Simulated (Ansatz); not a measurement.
## Convergence study of the plane-wave cutoff for ZrOs (P4mm, 2 atoms in the cell)

```yaml
crystal:
  lattice:
    - [3.28632, 0.00000, 0.00000]
    - [0.00000, 3.28632, 0.00000]
    - [0.00000, 0.00000, 3.28632]
  atoms:
    - { symbol: Zr, position: [0.50000, 0.50000, 0.51521] }
    - { symbol: Os, position: [0.00000, 0.00000, 0.00000] }
```

Method of the run: PBEsol, default PAW files made with PBE (plane waves; Ansatz, an electronic-structure program).

Base settings: basis.ecutwfc = 30.9 Ry; kpoints.mp_grid.grid = 10 10 10; hamiltonian.xc = pbesol; hamiltonian.pseudopotentials = {kind: paw} (the program's default PAW files); scf.occupations.method = gaussian; scf.occupations.width = 0.0073 Ry.

The second cell is the first with its lattice scaled by 0.98.

The mesh stays at the base's, so the ladder's end is converged at best in this setting alone.

The first pressure column holds Ansatz's estimate of the finite-basis (Pulay) stress, which hides part of the cutoff error; the other is without it.

Only quantities that move along the ladder and can be compared are tabulated.

The count of work is k-points × plane waves × bands × iterations; it is no time. 

The starting cell comes from a database of computed structures (which also holds hypothetical and non-ambient phases and stackings), without a prior relaxation at this level. Its lattice was rescaled by up to half a per cent. One atom was moved a little off its site on purpose. Spin polarisation is off. In the base run, with a pressure of about -8 GPa the cell is away from its equilibrium volume at this level.

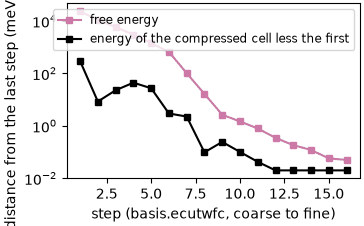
*Distance from the last step along the ladder; very small values are drawn at a floor.*

```tsv
basis.ecutwfc	free energy less the last step's (meV/atom)	energy of the compressed cell less the first (meV/atom)	pressure (GPa)	pressure without the Pulay estimate (GPa)	largest difference of a force vector from the last step's (eV/Å)	count of work / last
10.7 Ry	23351.30	-303.61	-45.24	-629.01	0.422	0.077
12.5 Ry	11185.62	0.26	-9.49	-366.23	0.516	0.093
14 Ry	5858.53	14.62	-3.77	-225.65	0.189	0.093
15.4 Ry	3058.06	36.31	-2.18	-139.13	0.007	0.11
16.9 Ry	1438.57	19.01	-6.51	-80.45	0.080	0.12
18.4 Ry	664.76	-11.19	-7.82	-46.92	0.063	0.12
21.7 Ry	102.79	-10.49	-8.00	-16.03	0.001	0.17
24.6 Ry	16.58	-8.32	-7.62	-9.22	0.004	0.19
27.9 Ry	2.66	-7.98	-7.59	-7.74	0.000	0.24
30.9 Ry	1.47	-8.12	-7.62	-7.66	0.000	0.29
33.8 Ry	0.80	-8.18	-7.63	-7.67	0.000	0.31
37.1 Ry	0.35	-8.22	-7.63	-7.65	0.000	0.36
41.5 Ry	0.18	-8.22	-7.63	-7.63	0.000	0.41
46.3 Ry	0.12	-8.23	-7.63	-7.63	0.000	0.51
54 Ry	0.06	-8.23	-7.63	-7.63	0.000	0.62
61.7 Ry	0.02	-8.23	-7.63	-7.63	0.000	0.76
74.2 Ry	0.00	-8.23	-7.63	-7.63	0.000	1.0
```

Coarsest basis.ecutwfc that holds the forces within 0.02 eV/Å of the last step, with all finer ones: 21.7 Ry, at 0.17 of the last step's count of work; the step before is off by 0.063 eV/Å.

Coarsest basis.ecutwfc that holds the pressure without the Pulay estimate within 0.2 GPa of the last step, with all finer ones: 27.9 Ry, at 0.24 of the last step's count of work; the step before is off by 1.6 GPa.

Coarsest basis.ecutwfc that holds the energy of the compressed cell less the first within 1 meV/atom of the last step, with all finer ones: 24.6 Ry, at 0.19 of the last step's count of work; the step before is off by 2.3 meV/atom.

The energy difference between the two cells stays within 1 meV/atom of the last step's from 24.6 Ry on, the total only from 33.8 Ry on: much of the error is common to both cells and cancels.

At the lowest cutoff the pressure without the Pulay estimate lies 621 GPa under the last step's, the usual sign of Pulay stress in an incomplete plane-wave basis.

Keys are those of Ansatz 0.2.
